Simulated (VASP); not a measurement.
Band structure of CsI (CsCl type). These are PBEsol GGA with spin-orbit coupling, VASP's PBE PAW potentials (set 64) (plane waves; VASP 6.6.1) values and carry that method's errors.

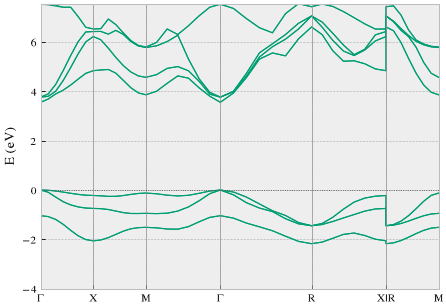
Bands along high-symmetry lines, zero at the valence-band maximum or, without a gap, the Fermi level

Task: Read the plot: is there a gap, and where are the band edges?

Result: The gap is direct, 3.56 eV, from the valence maximum at Γ to the conduction minimum at Γ.

Measured: gap 6.20 eV (computed value off by -2.64 eV), as given by Aguado et al., (1998), arXiv:cond-mat/9809176.

The compound is CsI in the CsCl type structure. It was relaxed first.
